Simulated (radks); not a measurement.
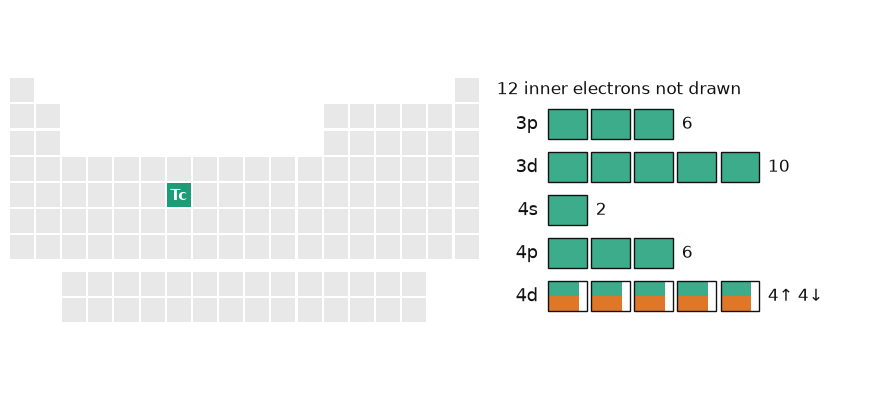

Figure 1. Left, the place of technetium in the periodic table; right, the outer shells as the input fills them: a box for each of the 2l + 1 orbitals, shaded by the share of the shell that is filled, up spin in the upper half and down spin in the lower, with the electron count at the right.

## Tc⁻: atomic calculation

- system: Tc⁻, configuration [Kr] 4d4 4d4.
- method: scalar-relativistic Kohn-Sham, BLYP, spin-polarised, spherical densities, point nucleus (radks)

## The input
```
Z 43
configuration [Kr] 4d4 4d4
relativity scalar-relativistic
functional b88,lyp
spin polarised
nucleus point
c 137.035999084
```

Energies in input and log are in hartree, lengths in bohr.

## Log
```
1s      1   1.0000        -770.67149904
1s      2   1.0000        -770.67149904
Etot None
Ekin None
Encl None
Eh None
Exc None
err None
it 72
```

## Outcome

| quantity | value |
| --- | --- |
| outcome | not converged |
| SCF iterations | 72 |
| hardware | 1 CPU thread, shared host |
| wall time | 7.1 s |

## What went wrong

The run did not meet its convergence test in 72 iterations, so its last values are not results.
